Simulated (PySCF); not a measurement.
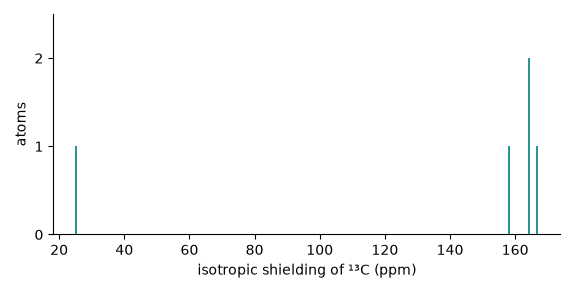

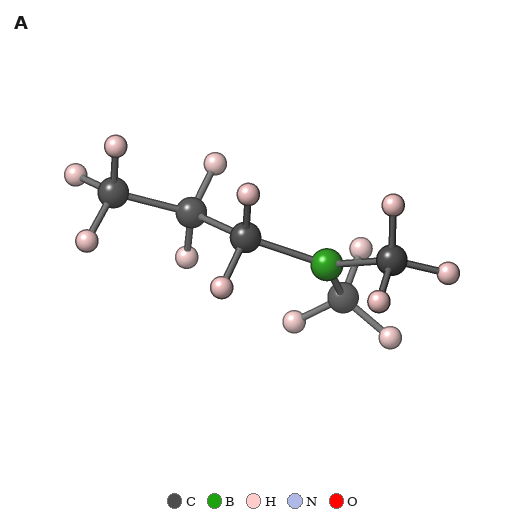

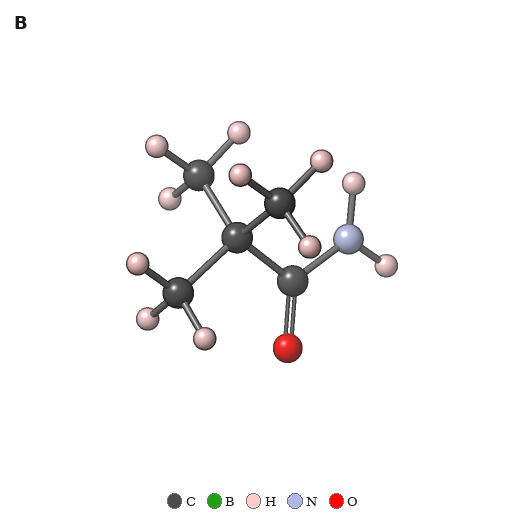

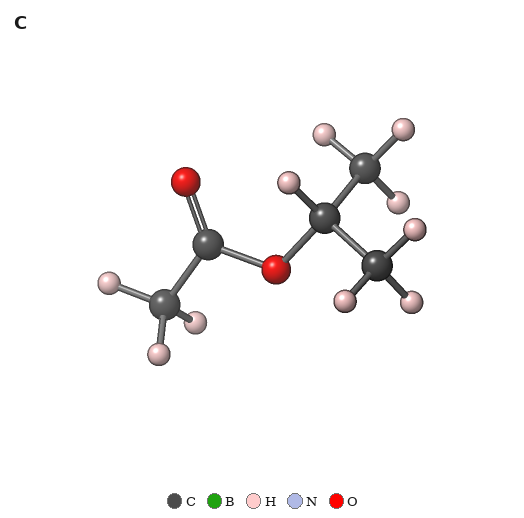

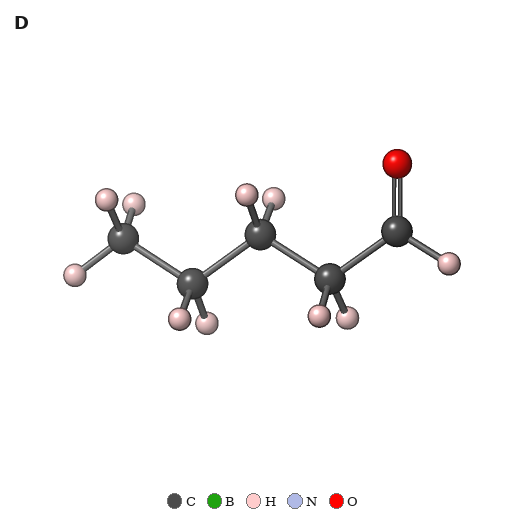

The sticks are computed shieldings of one of the molecules, for one fixed geometry (PBE0-D3(BJ)/def2-SVP) without averaging over rotations. Low shielding means a high chemical shift. Method: GIAO PBE0/def2-SVP NMR shielding, non-relativistic, gas phase (PySCF 2.14.0).

**Which molecule gives this pattern?**

B, `CC(C)(C)C(N)=O`. Its 5 C atoms give lines at 25.2, 158.2, 164.2 (2 atoms), 166.8 ppm.
